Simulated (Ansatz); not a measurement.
# Si2H5F + H2: a complex and its separated parts, part 2 of 2

Ansatz 0.2.0, Gaussian basis.

**14. wB97X-V/def2-TZVPP**

The inputs:

parta/in.yaml

```yaml
crystal:
  periodic: [false, false, false]
  atoms:
    - {symbol: Si, position_ang: [-0.302753, -0.710876, -0.357257]}
    - {symbol: F, position_ang: [1.299509, -0.829102, -0.365424]}
    - {symbol: H, position_ang: [-0.830990, -1.645141, -1.385529]}
    - {symbol: H, position_ang: [-0.781894, -1.146569, 0.980627]}
    - {symbol: Si, position_ang: [-0.933084, 1.499292, -0.809898]}
    - {symbol: H, position_ang: [-0.393780, 2.420673, 0.224615]}
    - {symbol: H, position_ang: [-0.440413, 1.921939, -2.147294]}
    - {symbol: H, position_ang: [-2.419809, 1.572060, -0.795893]}
basis:
  gaussian: {orbitals: def2-TZVPP}
hamiltonian: {xc: {name: wB97X-V}}
```

partb/in.yaml

```yaml
crystal:
  periodic: [false, false, false]
  atoms:
    - {symbol: H, position_ang: [2.365382, -1.459584, 1.965792]}
    - {symbol: H, position_ang: [2.437832, -1.622691, 2.690262]}
basis:
  gaussian: {orbitals: def2-TZVPP}
hamiltonian: {xc: {name: wB97X-V}}
```

One command serves all of them, each in its own folder.

Launch:

```
> ansatz run in.yaml --threads 4 --pin off --events-out ev --progress --plain --max-ram 9574MiB
```

Output in parta, shortened:

```text
Functional definition: wB97X-V
  name "wB97X-V"
  cite "Mardirossian & Head-Gordon, Phys. Chem. Chem. Phys. 16, 9904 (2014) doi:10.1039/C3CP54374A"
  cite "Becke, J. Chem. Phys. 107, 8554 (1997) doi:10.1063/1.475007"
  cite "Vydrov & Van Voorhis, J. Chem. Phys. 133, 244103 (2010) doi:10.1063/1.3521275"
[...]
      + integral(e_c_pw_opposite_spin*poly(b97_u_opposite, cos0, cos1)) + vv10(b, c)
1033 factors; their error is unknown
236 factors; integrals over basis functions are off by at most 1.0e-5 eV
[...]
mean field -18553.25375009 eV, -681.8194994687 hartree, gradient 6.8e-5 eV, S^2 0.000000; 0 other end points of the search recorded, 0 dependent functions left out
reference -18553.25374794 eV, -681.8194993898 hartree; 21, 21 occupied and 164, 164 virtual orbitals, 1033 factors
Total energy: -18553.25374794 eV, -681.8194993898 hartree
```

Output in partb, shortened:

```text
[... 5 set-up lines as earlier in the session ...]
[...]
      + integral(e_c_pw_opposite_spin*poly(b97_u_opposite, cos0, cos1)) + vv10(b, c)
118 factors; their error is unknown
42 factors; integrals over basis functions are off by at most 3.0e-5 eV
[...]
mean field -31.90860389 eV, -1.1726195645 hartree, gradient 8.8e-5 eV, S^2 0.000000; 0 other end points of the search recorded, 0 dependent functions left out
reference -31.90860289 eV, -1.1726195278 hartree; 1, 1 occupied and 27, 27 virtual orbitals, 118 factors
Total energy: -31.90860289 eV, -1.1726195278 hartree
```

They took 3.8 s (parta), 0.15 s (partb) on 4 threads of Arm Neoverse V1, shared host.

**15. wB97M-V/def2-TZVPP**

Each input of step 14 (parta, partb) changes in the same lines:

```diff
-hamiltonian: {xc: {name: wB97X-V}}
+hamiltonian: {xc: {name: wB97M-V}}
```

Each run has its own folder and the same command.

Launch:

```
> ansatz run in.yaml --threads 4 --pin off --events-out ev --progress --plain --max-ram 9574MiB
```

parta printed, shortened:

```text
Functional definition: wB97M-V
  name "wB97M-V"
  cite "Mardirossian & Head-Gordon, J. Chem. Phys. 144, 214110 (2016) doi:10.1063/1.4952647"
[... 2 set-up lines as earlier in the session ...]
  # Of w^i u^j: cxij and so on, Table III.
[...]
  gx(w, u) = 1 - cx + cx01*u + cx10*w
[...]
      + integral(e_c_pw_mod_opposite_spin*gos(b97_w_opposite, b97_u_opposite)) + vv10(b, c)
1033 factors; their error is unknown
236 factors; integrals over basis functions are off by at most 1.0e-5 eV
[...]
mean field -18554.34731615 eV, -681.8596872802 hartree, gradient 2.6e-5 eV, S^2 0.000000; 0 other end points of the search recorded, 0 dependent functions left out
reference -18554.34736827 eV, -681.8596891957 hartree; 21, 21 occupied and 164, 164 virtual orbitals, 1033 factors
Total energy: -18554.34736827 eV, -681.8596891957 hartree
```

Output in partb, shortened:

```text
[... 5 set-up lines as earlier in the session ...]
  # Of w^i u^j: cxij and so on, Table III.
[...]
  gx(w, u) = 1 - cx + cx01*u + cx10*w
[...]
      + integral(e_c_pw_mod_opposite_spin*gos(b97_w_opposite, b97_u_opposite)) + vv10(b, c)
118 factors; their error is unknown
42 factors; integrals over basis functions are off by at most 3.0e-5 eV
[...]
mean field -31.60112331 eV, -1.1613198616 hartree, gradient 7.4e-6 eV, S^2 0.000000; 0 other end points of the search recorded, 0 dependent functions left out
reference -31.60114756 eV, -1.1613207530 hartree; 1, 1 occupied and 27, 27 virtual orbitals, 118 factors
Total energy: -31.60114756 eV, -1.1613207530 hartree
```

Times: 3.9 s (parta), 0.2 s (partb) on 4 threads of Arm Neoverse V1, shared host; peak memory 0.5 GiB.

**16. B2PLYP/def2-TZVPP**

Each input of step 15 (parta, partb) changes in the same lines:

```diff
-hamiltonian: {xc: {name: wB97M-V}}
+hamiltonian: {xc: {name: B2PLYP}}
```

The same command starts each run, in its folder.

Launch:

```
> ansatz run in.yaml --threads 4 --pin off --events-out ev --progress --plain --max-ram 9574MiB
```

Log of parta, shortened:

```text
Functional definition: B2PLYP
  name "B2PLYP"
  cite "Grimme, J. Chem. Phys. 124, 034108 (2006) doi:10.1063/1.2148954"
[... 2 set-up lines as earlier in the session ...]
[...]
1067 factors; integrals over basis functions are off by at most 9.6e-4 eV
[...]
mean field -18544.06298400 eV, -681.4817450446 hartree, gradient 5.2e-6 eV, S^2 0.000000; 0 other end points of the search recorded, 0 dependent functions left out
11 core orbitals not correlated: weight in the atoms' cores, before any rotation towards them, 1.000 or more for the frozen orbitals, at most 0.000 for the correlated occupied ones
reference -18544.06314630 eV, -681.4817510090 hartree; 10, 10 occupied and 164, 164 virtual orbitals, 1067 factors
second order -16.52203521 eV of doubles, -0.00000000 eV of singles
Total energy: -18548.52409580 eV, -681.6456878796 hartree
```

partb printed, shortened:

```text
[... 5 set-up lines as earlier in the session ...]
[...]
145 factors; integrals over basis functions are off by at most 7.3e-4 eV
[...]
mean field -31.55850366 eV, -1.1597536182 hartree, gradient 1.0e-6 eV, S^2 0.000000; 0 other end points of the search recorded, 0 dependent functions left out
reference -31.55859307 eV, -1.1597569041 hartree; 1, 1 occupied and 27, 27 virtual orbitals, 145 factors
second order -1.02365441 eV of doubles, -0.00000000 eV of singles
Total energy: -31.83497976 eV, -1.1699139277 hartree
```

They took 2.2 s (parta), 0.1 s (partb) on 4 threads of Arm Neoverse V1, shared host.

**17. PBE-QIDH/def2-TZVPP**

The same edit goes into each in.yaml of step 16 (parta, partb):

```diff
-hamiltonian: {xc: {name: B2PLYP}}
+hamiltonian: {xc: {name: PBE-QIDH}}
```

Each run has its own folder and the same command.

Launch:

```
> ansatz run in.yaml --threads 4 --pin off --events-out ev --progress --plain --max-ram 9574MiB
```

Output in parta, shortened:

```text
Functional definition: PBE-QIDH
  name "PBE-QIDH"
  cite "Brémond, Sancho-García, Pérez-Jiménez & Adamo, J. Chem. Phys. 141, 031101 (2014) doi:10.1063/1.4890314"
[... 1 set-up line as earlier in the session ...]
[...]
1067 factors; integrals over basis functions are off by at most 9.6e-4 eV
[...]
mean field -18537.20489372 eV, -681.2297148755 hartree, gradient 7.5e-6 eV, S^2 0.000000; 0 other end points of the search recorded, 0 dependent functions left out
11 core orbitals not correlated: weight in the atoms' cores, before any rotation towards them, 1.000 or more for the frozen orbitals, at most 0.000 for the correlated occupied ones
reference -18537.20490658 eV, -681.2297153479 hartree; 10, 10 occupied and 164, 164 virtual orbitals, 1067 factors
second order -15.40181612 eV of doubles, -0.00000000 eV of singles
Total energy: -18542.33884528 eV, -681.4183841154 hartree
```

Log of partb, shortened:

```text
[... 4 set-up lines as earlier in the session ...]
[...]
145 factors; integrals over basis functions are off by at most 7.3e-4 eV
[...]
mean field -31.52726384 eV, -1.1586055761 hartree, gradient 1.4e-6 eV, S^2 0.000000; 0 other end points of the search recorded, 0 dependent functions left out
reference -31.52727026 eV, -1.1586058120 hartree; 1, 1 occupied and 27, 27 virtual orbitals, 145 factors
second order -0.95919845 eV of doubles, -0.00000000 eV of singles
Total energy: -31.84700308 eV, -1.1703557764 hartree
```

They took 2.2 s (parta), 0.1 s (partb) on 4 threads of Arm Neoverse V1, shared host.

**18. RPA on PBE/def2-TZVPP**

The same edit goes into each in.yaml of step 17 (parta, partb):

```diff
-hamiltonian: {xc: {name: PBE-QIDH}}
+hamiltonian: {xc: pbe}
+correlation: {method: rpa}
```

One command serves all of them, each in its own folder.

Launch:

```
> ansatz run in.yaml --threads 4 --pin off --events-out ev --progress --plain --max-ram 9574MiB
```

Log of parta, shortened:

```text
[... 4 set-up lines as earlier in the session ...]
[...]
1067 factors; integrals over basis functions are off by at most 9.6e-4 eV
[...]
mean field -18545.52681930 eV, -681.5355399998 hartree, gradient 2.1e-6 eV, S^2 0.000000; 0 other end points of the search recorded, 0 dependent functions left out
11 core orbitals not correlated: weight in the atoms' cores, before any rotation towards them, 1.000 or more for the frozen orbitals, at most 0.000 for the correlated occupied ones
reference -18511.56694267 eV, -680.2875375523 hartree; 10, 10 occupied and 164, 164 virtual orbitals, 1067 factors
Total energy: -18535.76217310 eV, -681.1766958705 hartree
```

Output in partb, shortened:

```text
[... 4 set-up lines as earlier in the session ...]
[...]
145 factors; integrals over basis functions are off by at most 7.3e-4 eV
[...]
mean field -31.73221062 eV, -1.1661372316 hartree, gradient 1.4e-6 eV, S^2 0.000000; 0 other end points of the search recorded, 0 dependent functions left out
reference -30.80641959 eV, -1.1321150386 hartree; 1, 1 occupied and 27, 27 virtual orbitals, 145 factors
Total energy: -32.86230734 eV, -1.2076675198 hartree
```

They took 1.9 s (parta), 0.1 s (partb) on 4 threads of Arm Neoverse V1, shared host.

**19. CCSD(T)/def2-TZVPP**

The same edit goes into each in.yaml of step 18 (parta, partb):

```diff
-hamiltonian: {xc: pbe}
-correlation: {method: rpa}
+correlation: {method: ccsd_t}
```

The same command starts each run, in its folder.

Launch:

```
> ansatz run in.yaml --threads 4 --pin off --events-out ev --progress --plain --max-ram 9574MiB
```

Output in parta, shortened:

```text
Functional definition: HF
  name "HF"
  cite "Fock, Z. Phys. 61, 126 (1930) doi:10.1007/BF01340294"
[... 1 set-up line as earlier in the session ...]
[...]
1067 factors; integrals over basis functions are off by at most 9.6e-4 eV
[...]
mean field -18512.88371002 eV, -680.3359278599 hartree, gradient 7.0e-6 eV, S^2 0.000000; 0 other end points of the search recorded, 0 dependent functions left out
11 core orbitals not correlated: weight in the atoms' cores, before any rotation towards them, 1.000 or more for the frozen orbitals, at most 0.000 for the correlated occupied ones
reference -18512.88371002 eV, -680.3359278599 hartree; 10, 10 occupied and 164, 164 virtual orbitals, 1067 factors
second order -13.70244328 eV of doubles, -0.00000000 eV of singles
cycle   1  -14.38361328 eV  change   -6.8e-1 eV  update   8.9e-2
[...]
cycle   9  -14.87035144 eV  change   -2.1e-5 eV  update   1.5e-5
perturbative correction -0.43153783 eV, -0.0158587228 hartree
Total energy: -18528.18559929 eV, -680.8982619187 hartree
```

partb printed, shortened:

```text
[... 4 set-up lines as earlier in the session ...]
[...]
145 factors; integrals over basis functions are off by at most 7.3e-4 eV
[...]
mean field -30.82772221 eV, -1.1328978953 hartree, gradient 4.2e-7 eV, S^2 0.000000; 0 other end points of the search recorded, 0 dependent functions left out
reference -30.82772221 eV, -1.1328978953 hartree; 1, 1 occupied and 27, 27 virtual orbitals, 145 factors
second order -0.86257080 eV of doubles, -0.00000000 eV of singles
cycle   1  -1.00722285 eV  change   -1.4e-1 eV  update   2.6e-2
[...]
cycle   7  -1.07306659 eV  change    7.2e-7 eV  update   4.2e-7
perturbative correction -0.00000000 eV, -0.0000000000 hartree
Total energy: -31.90078880 eV, -1.1723323652 hartree
```

Wall times: 16 s (parta), 0.1 s (partb) on 4 threads of Arm Neoverse V1, shared host; peak memory 1.7 GiB.

**20. Vibrations of Si2H5F**

The input, vib-parta/in.yaml:

```yaml
crystal:
  periodic: [false, false, false]
  atoms:
    - {symbol: Si, position_ang: [-0.302753, -0.710876, -0.357257]}
    - {symbol: F, position_ang: [1.299509, -0.829102, -0.365424]}
    - {symbol: H, position_ang: [-0.830990, -1.645141, -1.385529]}
    - {symbol: H, position_ang: [-0.781894, -1.146569, 0.980627]}
    - {symbol: Si, position_ang: [-0.933084, 1.499292, -0.809898]}
    - {symbol: H, position_ang: [-0.393780, 2.420673, 0.224615]}
    - {symbol: H, position_ang: [-0.440413, 1.921939, -2.147294]}
    - {symbol: H, position_ang: [-2.419809, 1.572060, -0.795893]}
basis:
  gaussian: {orbitals: def2-TZVP}
hamiltonian: {xc: pbe0, dispersion: d4}
phonons: {temperatures: {t_min: 298.15, t_max: 900, t_step: 200}}
```

Launch:

```
> ansatz run in.yaml --threads 4 --pin off --events-out ev --progress --plain --max-ram 9574MiB
```

Standard output, shortened:

```text
[... 5 set-up lines as earlier in the session ...]
[...]
912 factors; their error is unknown
[...]
mean field -18547.21544680 eV, -681.5975959156 hartree, gradient 2.1e-5 eV, S^2 0.000000; 0 other end points of the search recorded, 0 dependent functions left out
[...]
Atom 5 at    -0.393780     2.420673     0.224615 Å, force     0.000026    -0.000606     0.000216 eV/Å
Atom 6 at    -0.440413     1.921939    -2.147294 Å, force    -0.000047    -0.000949    -0.000126 eV/Å
Atom 7 at    -2.419809     1.572060    -0.795893 Å, force    -0.000253     0.000140    -0.000105 eV/Å
Dipole moment:    -0.252683     0.058995    -0.007292 e Å
Vibrations: 100.33 163.01 352.72 411.68 513.10 612.62 736.39 838.17 852.66 906.62 932.17 939.75 953.78 2213.17 2224.37 2225.76 2229.21 2237.24 cm⁻¹, zero-point energy 1.205298 eV
```

Wall time 37 s (4 threads of Arm Neoverse V1, shared host).

Wavenumbers and character of the modes:

```tsv
mode	wavenumber (cm⁻¹)	character
1	100	torsion
2	163	bend
3	353	bend
4	412	Si–Si stretch
5	513	bend
6	613	bend with torsion
7	736	bend
8	838	bend
9	853	Si–F stretch
10	907	bend with torsion
11	932	bend with torsion
12	940	bend
13	954	bend with torsion
14	2213	Si–H stretch
15	2224	Si–H stretch
16	2226	Si–H stretch
17	2229	Si–H stretch
18	2237	Si–H stretch
```

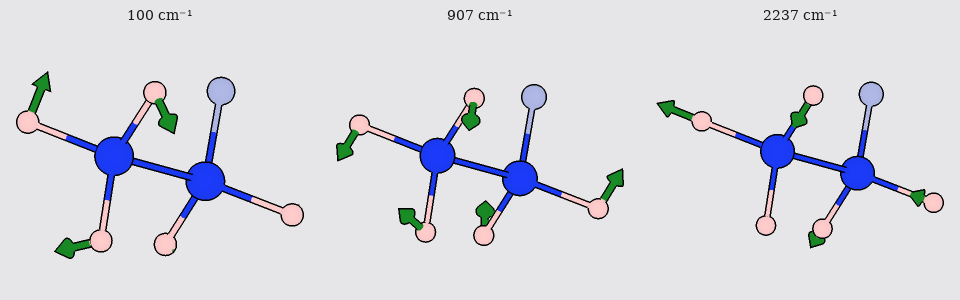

How the atoms move in 3 of the modes.

Vibrational sums (real modes only):

```tsv
T (K)	entropy (J/mol/K)	heat capacity (J/mol/K)
298	42.7	53.8
498	77.7	82.5
698	108.6	100.8
898	135.6	113.5
```

**21. Vibrations of H2**

The input, vib-partb/in.yaml:

```yaml
crystal:
  periodic: [false, false, false]
  atoms:
    - {symbol: H, position_ang: [2.365382, -1.459584, 1.965792]}
    - {symbol: H, position_ang: [2.437832, -1.622691, 2.690262]}
basis:
  gaussian: {orbitals: def2-TZVP}
hamiltonian: {xc: pbe0, dispersion: d4}
phonons: {temperatures: {t_min: 298.15, t_max: 900, t_step: 200}}
```

Launch:

```
> ansatz run in.yaml --threads 4 --pin off --events-out ev --progress --plain --max-ram 9574MiB
```

Standard output, shortened:

```text
[... 5 set-up lines as earlier in the session ...]
[...]
88 factors; their error is unknown
[...]
mean field -31.78865275 eV, -1.1682114415 hartree, gradient 1.7e-5 eV, S^2 0.000000; 0 other end points of the search recorded, 0 dependent functions left out
[...]
reference -31.78855433 eV, -1.1682078247 hartree; 1, 1 occupied and 11, 11 virtual orbitals, 88 factors
Total energy: -31.79027516 eV, -1.1682710638 hartree
Atom 0 at     2.365382    -1.459584     1.965792 Å, force     0.000046    -0.000103     0.000460 eV/Å
Atom 1 at     2.437832    -1.622691     2.690262 Å, force    -0.000046     0.000103    -0.000460 eV/Å
Dipole moment:     0.000000    -0.000000    -0.000000 e Å
Vibrations: 4414.88 cm⁻¹, zero-point energy 0.273688 eV
```

Run time: 0.2 s. Hardware: 4 threads of Arm Neoverse V1, shared host.

Wavenumbers and character of the modes:

```tsv
mode	wavenumber (cm⁻¹)	character
1	4415	H–H stretch
```

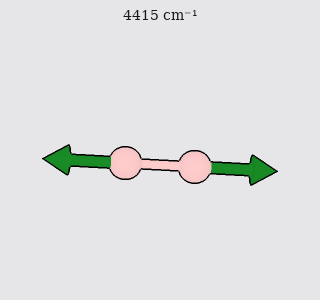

How the atoms move in 1 of the modes.

Vibrational sums (real modes only):

```tsv
T (K)	entropy (J/mol/K)	heat capacity (J/mol/K)
298	0.0	0.0
498	0.0	0.0
698	0.0	0.1
898	0.1	0.4
```

**22. Complex less separated parts**

The complex's own energies come from single points at the same levels.

Rows are in def2-TZVPP; times add the 3 runs of a level on a shared host, so small differences are noise.

Differences are taken before rounding.

```tsv
method	rung	complex less parts (eV)	from CCSD(T) (eV)	time
SPW92	LDA	-0.0486	-0.0285	1.5 s
PBE-D4	GGA	-0.0355	-0.0154	2.2 s
BLYP-D4	GGA	-0.0241	-0.0040	2.4 s
r2SCAN-D4	meta-GGA	-0.0189	+0.0012	4.7 s
B97M-V	meta-GGA	-0.0225	-0.0024	9.5 s
PBE0-D4	hybrid	-0.0302	-0.0102	3.1 s
B3LYP-D4	hybrid	-0.0263	-0.0062	2.9 s
r2SCAN0-D4	hybrid	-0.0210	-0.0010	5.3 s
BHLYP-D4	hybrid	-0.0288	-0.0087	2.5 s
CAM-B3LYP-D4	range-separated hybrid	-0.0304	-0.0103	3.3 s
wB97X-V	range-separated hybrid	-0.0259	-0.0058	8.3 s
wB97M-V	range-separated hybrid	-0.0241	-0.0040	8.8 s
B2PLYP	double hybrid	-0.0118	+0.0082	5 s
PBE-QIDH	double hybrid	-0.0159	+0.0041	5.1 s
RPA on PBE	RPA	-0.0138	+0.0063	4.6 s
Hartree-Fock	wavefunction	0.0015	+0.0216	
MP2	wavefunction	-0.0187	+0.0014	
CCSD	wavefunction	-0.0172	+0.0028	
CCSD(T)	wavefunction	-0.0201	0	51 s
```

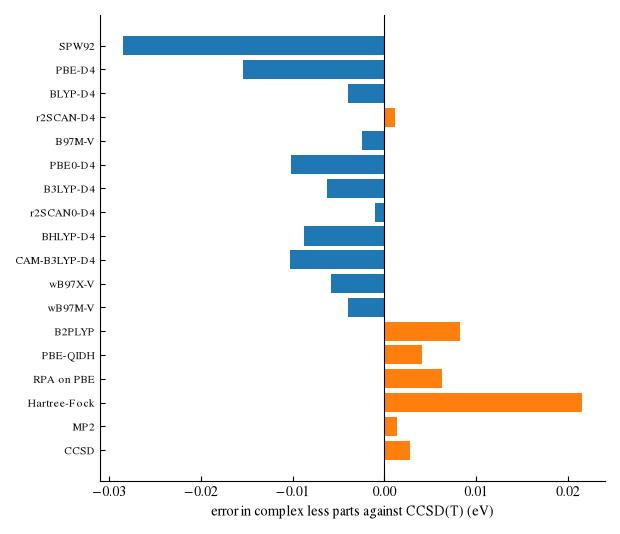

Error of each method against CCSD(T).

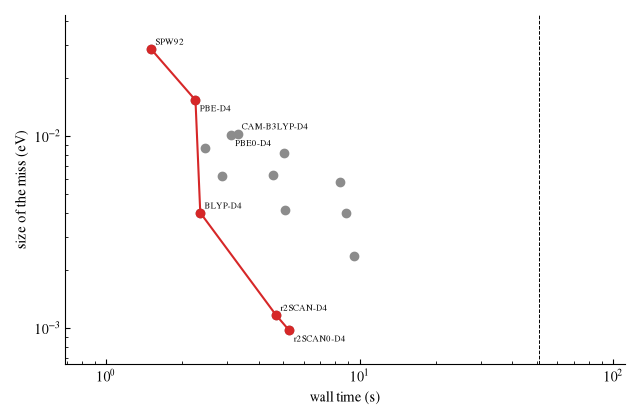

Miss against cost. Red marks the levels that no quicker level drawn beats (of those quicker than the yardstick), and the dashed line is the time of CCSD(T). Only those levels and the largest misses are named. Times are from a shared host.

For cost: r2SCAN0-D4 gets within 0.0010 eV in 5.3 s, where CCSD(T) took 51 s; the quickest level in the cost chart, SPW92, takes 1.5 s and misses by 0.0285 eV.

The complex's zero-point energy, from a separate PBE0-D4 run, is 1.513 eV.

**23. What came out**

This closing draws on all 2 parts.

| quantity | value |
| --- | --- |
| complex less parts, CCSD(T)/def2-TZVPP | -0.0201 eV |
| with zero-point energy | +0.0143 eV |
| largest T1 diagnostic | 0.012 |

What this shows: At CCSD(T) the complex lies 0.0201 eV below its parts. The functionals run from r2SCAN0-D4, off by -0.0010 eV, to SPW92, off by -0.0285 eV, against CCSD(T). Mean unsigned error by rung: LDA 0.0285, GGA 0.0097, meta-GGA 0.0018, hybrid 0.0065, range-separated hybrid 0.0067, double hybrid 0.0062 eV. PBE-D4 gives a relative energy 0.0154 eV too low, an error of 77 % of the reference. The complex's frequency run has imaginary modes: the structure is no minimum, so both the energy and the zero-point correction are in doubt. No counterpoise was applied, and triple zeta lacks some correlation, so the CCSD(T) reference has a basis error of its own, and close matches with it are partly luck.
